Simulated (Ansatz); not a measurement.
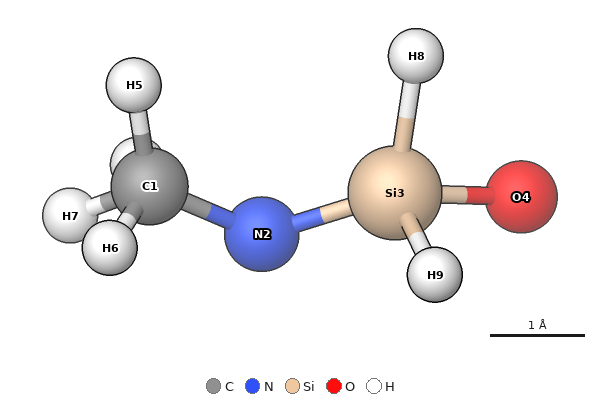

The structure (ball-and-stick view, seen on its broad side; atoms are numbered from 1 in the order of the input).

**CH6NOSi (charge −1): single-point calculation**

The run: single-point calculation of CH6NOSi, charge −1. Method and program: RKS LC-wPBE/def2-SVP (Ansatz 0.2.0).

Some settings of this run were made unusual or wrong on purpose. The geometry comes from this level: PBE0-D4/def2-TZVP. Figures and captions count atoms from 1; the log counts them from 0 in places.

Input
```yaml
crystal:
  periodic: [false, false, false]
  atoms:
    - {symbol: C, position_ang: [0.599259, 1.491924, -0.002592]}
    - {symbol: N, position_ang: [0.625454, 0.085135, -0.261902]}
    - {symbol: Si, position_ang: [-0.532194, -0.867429, 0.144705]}
    - {symbol: O, position_ang: [-0.499693, -2.411097, 0.395976]}
    - {symbol: H, position_ang: [0.051579, 2.061552, 0.899371]}
    - {symbol: H, position_ang: [0.270773, 2.096397, -0.859325]}
    - {symbol: H, position_ang: [1.542886, 1.920976, -0.219026]}
    - {symbol: H, position_ang: [-1.341285, -0.572104, 1.442469]}
    - {symbol: H, position_ang: [-1.553647, -0.871927, -0.959689]}
    - {symbol: H, position_ang: [0.899259, 1.491924, 0.297408]}
basis:
  gaussian: {orbitals: def2-SVP}
total_charge: -1
hamiltonian: {xc: {name: LC-wPBE}}
output: {forces: true}
```

Launch command:
```bash
ansatz run in.yaml --threads 4 --pin off --events-out ev --progress --plain --max-ram 10444MiB
```

The program's output
```
Functional definition: LC-wPBE
  name "LC-wPBE"
  cite "Vydrov & Scuseria, J. Chem. Phys. 125, 234109 (2006) doi:10.1063/1.2409292"
  cite "Heyd & Scuseria, J. Chem. Phys. 120, 7274 (2004) doi:10.1063/1.1668634"
  cite "Ernzerhof & Perdew, J. Chem. Phys. 109, 3313 (1998) doi:10.1063/1.476928"
  cite "Perdew, Burke & Ernzerhof, Phys. Rev. Lett. 77, 3865 (1996) doi:10.1103/PhysRevLett.77.3865"
  parent pbe
  parameter omega = 0.4/bohr
  exchange = pbe_x_sr(omega) + exact_x_lr(omega)
  correlation = pbe_c
1017 factors; their error is unknown
342 factors; integrals over basis functions are off by at most 1.8e-5 eV
mean field evaluation 1: about -12481.6208 eV, gradient 5.5e1 eV
mean field evaluation 2: about -12441.9417 eV, gradient 1.2e2 eV
mean field evaluation 4: about -12487.6719 eV, gradient 1.5e1 eV
mean field evaluation 8: about -12488.3761 eV, gradient 2.8e-1 eV
mean field evaluation 16: about -12488.3126 eV, gradient 2.2e-3 eV
mean field -12488.31261439 eV, -458.9370236963 hartree, gradient 1.7e-5 eV, S^2 0.000000; 0 other end points of the search recorded, 0 dependent functions left out
the calculation of the forces begins
reference -12488.31261439 eV, -458.9370236966 hartree; 21, 21 occupied and 69, 69 virtual orbitals, 1017 factors
Total energy: -12488.31261439 eV, -458.9370236966 hartree
Atom 0 at     0.599259     1.491924    -0.002592 Å, force  -189.714664    -0.766748  -189.455328 eV/Å
Atom 1 at     0.625454     0.085135    -0.261902 Å, force     5.093470     6.503227    -0.513400 eV/Å
Atom 2 at    -0.532194    -0.867429     0.144705 Å, force    -5.972028    -6.637713     1.812725 eV/Å
Atom 3 at    -0.499693    -2.411097     0.395976 Å, force     1.561380    -1.008161     0.042393 eV/Å
Atom 4 at     0.051579     2.061552     0.899371 Å, force     0.032987    -0.991503    -1.710586 eV/Å
Atom 5 at     0.270773     2.096397    -0.859325 Å, force    -0.355231     0.251027     0.598680 eV/Å
Atom 6 at     1.542886     1.920976    -0.219026 Å, force     0.969996     0.914444    -1.281073 eV/Å
Atom 7 at    -1.341285    -0.572104     1.442469 Å, force     0.060876     1.961940     0.164572 eV/Å
Atom 8 at    -1.553647    -0.871927    -0.959689 Å, force    -0.980884     1.220172    -0.880784 eV/Å
Atom 9 at     0.899259     1.491924     0.297408 Å, force   189.304099    -1.446685   191.222800 eV/Å
Dipole moment:     0.992896     2.575384    -0.152833 e Å
```

Outcome

| quantity | value |
| --- | --- |
| outcome | converged |
| total energy | −12488.3126 eV |
| SCF solution under orbital rotations | stable |
| largest force (length of the vector) | 269.080 eV/Å |
| hardware | 4 threads of Arm Neoverse V2, 23 GiB of memory available, shared host |
| wall time | 0.95 s (CPU time 3.2 s) |
| peak memory | 0.43 GiB |

A setting was made wrong on purpose: two atoms are placed far too close. The run converged all the same; its numbers are those of the faulty input and shouldn't be used.
